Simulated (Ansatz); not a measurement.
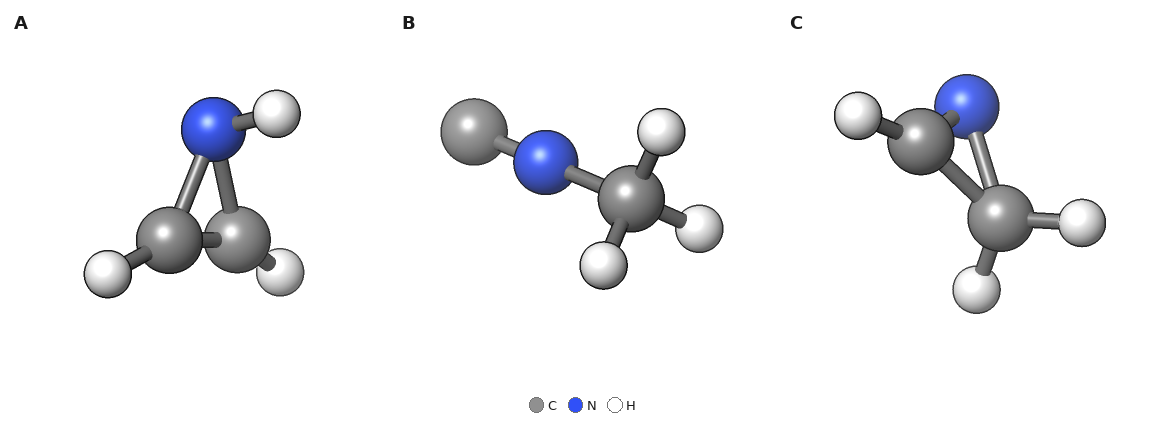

3 stationary structures of one formula. Geometries: PBE-D4/def2-SVP. Electronic energies: PBE-D4/def2-SVP (Ansatz 0.2.0), without zero-point energy. No frequency run is at hand to confirm each as a minimum.

Rank them by energy, lowest first.

B is lowest (C3v); C lies 75.5 kJ/mol above it (Cs), A lies 223.4 kJ/mol above it (Cs).
